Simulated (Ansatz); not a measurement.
# Calculations on CH₇BOS

## 1. Relaxation

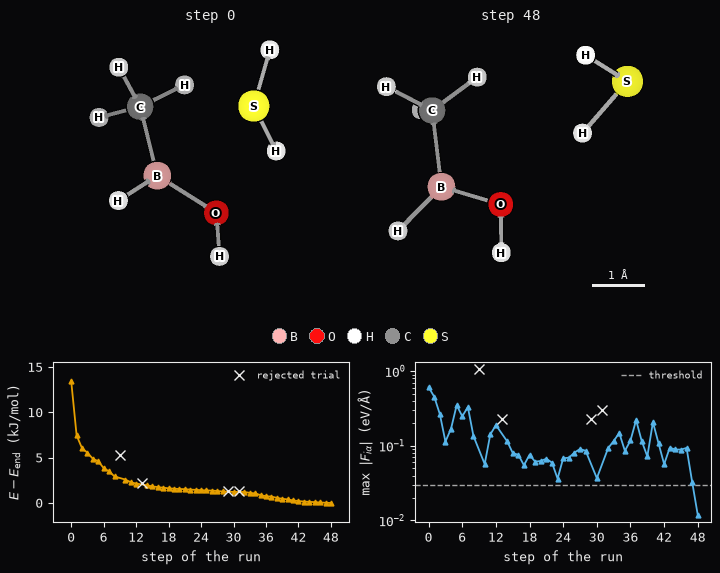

First and last geometry of a relaxation of CH₇BOS, with the history of the run. A ball-and-stick model, seen from a free direction.

The run prepares an end point of a later path (reaction) calculation, from a guessed geometry.

Theory: RKS B3LYP-D4/6-31G* (Ansatz). (no spin polarisation; force threshold 0.03 eV/Å; at most 50 steps)

Did the run converge, and what did it change?

Answer. It converged. Over 44 accepted moves (48 points after the start) the energy falls by 13.4 kJ/mol. The largest force component goes from 0.61 to 0.012 eV/Å. The line search rejected the trial steps at points 9, 13, 29, 31 of the run. The largest move after the best rigid fit is that of the S atom, 1.74 Å. By element the largest moves are S 1.74 Å, H 1.39 Å, O 0.88 Å, B 0.43 Å, C 0.17 Å. Near-neighbour distances that change, for instance: B–O 1.391 → 1.367 Å, H–S 1.375 → 1.353 Å, C–H 1.094 → 1.100 Å, B–H 1.200 → 1.204 Å. The run took 2.8 min on 1 thread of Arm Neoverse V2, with other jobs on the host, peak memory 0.15 GiB.

Limits of the set-up: the start holds two separate molecules, 2.2 Å apart at their closest, whose relative position is a soft coordinate.

## 2. Relaxation

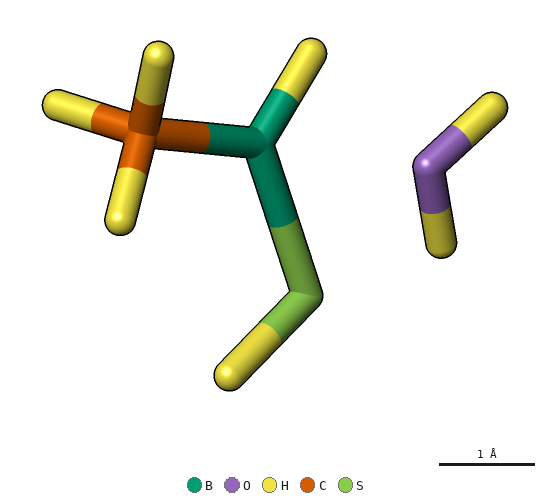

This is the input geometry for a relaxation of CH7BOS. The picture is a stick view, seen from a free direction.

The run prepares an end point of a later path (reaction) calculation, from a guessed geometry.

All numbers below come from RKS B3LYP-D4/6-31G* in Ansatz 0.2.0.

Input file:
```yaml
crystal:
  periodic: [false, false, false]
  atoms:
    - { symbol: B, position_ang: [0.004365, 0.690783, -0.23138] }
    - { symbol: O, position_ang: [-0.016456, -0.49635, 2.087978] }
    - { symbol: H, position_ang: [-0.927974, -0.828972, 2.099348] }
    - { symbol: C, position_ang: [1.379656, 0.099819, -0.680316] }
    - { symbol: H, position_ang: [1.384163, -0.992341, -0.600771] }
    - { symbol: H, position_ang: [1.534928, 0.342961, -1.743074] }
    - { symbol: H, position_ang: [2.238946, 0.491247, -0.125201] }
    - { symbol: H, position_ang: [-1.048432, 0.212663, -0.529786] }
    - { symbol: S, position_ang: [-0.186929, 2.37417, 0.55362] }
    - { symbol: H, position_ang: [1.12311, 2.674859, 0.714784] }
    - { symbol: H, position_ang: [-0.118477, 0.459361, 2.314699] }
basis:
  gaussian: { orbitals: "6-31G*" }
hamiltonian:
  xc: b3lyp
  dispersion: d4
relax:
  f_tol: 0.03
  max_steps: 50
output:
  orbitals: {}
```

Run as
```bash
ansatz run input.yaml --threads 1 --pin off --max-ram 2048MiB --backend cpu --events-out ev --progress --plain --runs-dir out
```

Where does the relaxation end?

Answer. The energy falls by 0.106 eV in 8 accepted moves (9 points after the start). Largest force component: 0.7 eV/Å at the start, 0.018 eV/Å at the end. The line search rejected the trial step at point 1 of the run. O2 moves most after the best rigid fit: 0.43 Å. Largest moves by element: O 0.43 Å, H 0.34 Å, B 0.34 Å, C 0.11 Å, S 0.01 Å. Among the contacts that change: B1–O2 2.606 → 1.840 Å, B1–S9 1.867 → 1.889 Å, B1–C4 1.563 → 1.583 Å, O2–H11 0.988 → 0.978 Å. Among the angles between lasting bonds that change: C4–B1–S9 123.5° → 119.1°, C4–B1–H8 123.6° → 119.8°, H3–O2–H11 103.4° → 105.7°. Cost: 38 s on 1 thread of Arm Neoverse V2 (shared host), peak memory 0.15 GiB.

The structure at the end:

```xyz
11

B    -0.0024    0.5475    0.0727
O     0.0085   -0.2608    1.7260
H    -0.8039   -0.7940    1.7796
C     1.3494    0.0527   -0.5861
H     1.4020   -1.0417   -0.6483
H     1.4175    0.4361   -1.6125
H     2.2436    0.3981   -0.0508
H    -1.0534    0.1278   -0.3339
S    -0.1791    2.3655    0.5552
H     1.1326    2.6778    0.6629
H    -0.1480    0.5193    2.2952
```

The end point in the same view:

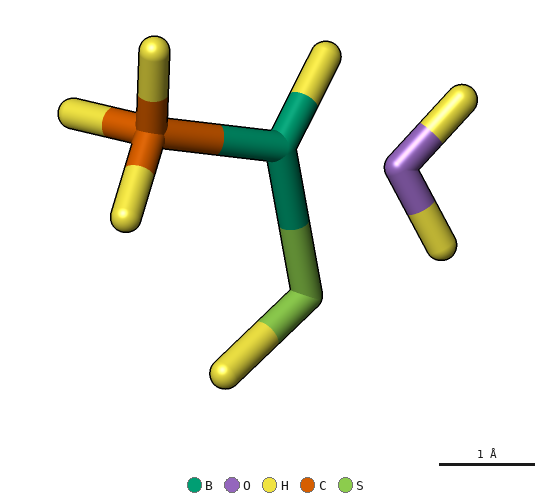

Limits of the set-up: the start holds two separate molecules, 2.6 Å apart at their closest, whose relative position is a soft coordinate.

## 3. Path

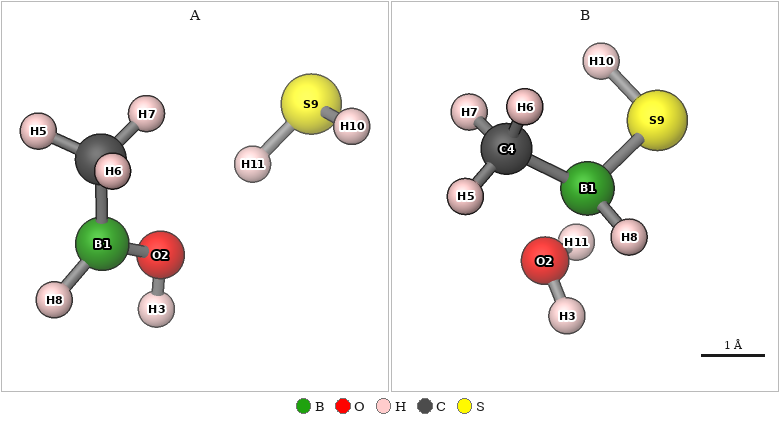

The two relaxed end points of a path for CH7BOS. Style: ball-and-stick. Shown from a free direction.

The calculation used RKS B3LYP-D4/6-31G* (Ansatz 0.2.0).

Set-up: 5 movable images; climbing image; force threshold 0.03 eV/Å; iteration limit 60.

Start:
```xyz
11

B    -0.0640   -0.6449   -0.1098
O    -0.5712   -0.0174    0.9942
H    -1.4109   -0.3987    1.2892
C     1.2892   -0.1459   -0.7180
H     2.0040   -0.9770   -0.7963
H     1.1317    0.2019   -1.7497
H     1.7562    0.6638   -0.1470
H    -0.6861   -1.5613   -0.5824
S     1.0017    2.7565    2.3821
H     0.5550    3.5039    1.3505
H     0.3613    1.6473    1.9471
```

End:
```xyz
11

B     0.0048    0.5436    0.0592
O    -0.0179   -0.3123    1.6882
H    -0.8178   -0.8664    1.6995
C     1.3895    0.1014   -0.5680
H     1.4718   -0.9891   -0.6595
H     1.4814    0.5162   -1.5802
H     2.2568    0.4527    0.0065
H    -1.0213    0.1105   -0.3941
S    -0.2335    2.3419    0.5870
H     1.0656    2.6828    0.7473
H    -0.2125    0.4468    2.2739
```

### Predict the minimum-energy path and its barrier.

Forward barrier 14.7 kcal/mol, backward barrier 2.2 kcal/mol, with image 5 at the top; the reaction energy is +12.4 kcal/mol. Breaking: B1–O2 (1.37 → 1.91 at the top → 1.84 Å), S9–H11 (1.35 → 2.57 at the top → 2.54 Å). Forming: B1–S9 (4.35 → 1.88 at the top → 1.89 Å), O2–H11 (2.13 → 0.98 at the top → 0.98 Å). The band is converged. At the top, the vibrational analysis gives one imaginary mode (192i cm⁻¹), as a transition state must have.

Energies of the converged images:

| image | path (Å) | E (kcal/mol) |
| --- | --- | --- |
| 0 | 0.00 | 0.0 |
| 1 | 1.72 | 0.4 |
| 2 | 3.45 | 0.2 |
| 3 | 5.17 | 0.5 |
| 4 | 6.89 | 3.8 |
| 5 | 8.62 | 14.7 |
| 6 | 10.27 | 12.4 |

The geometry at the top of the path:

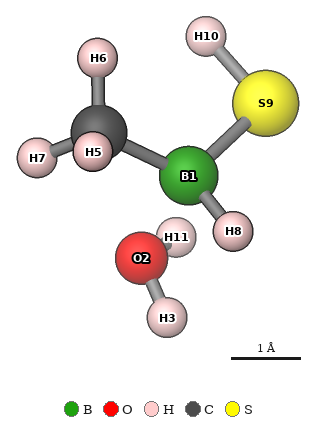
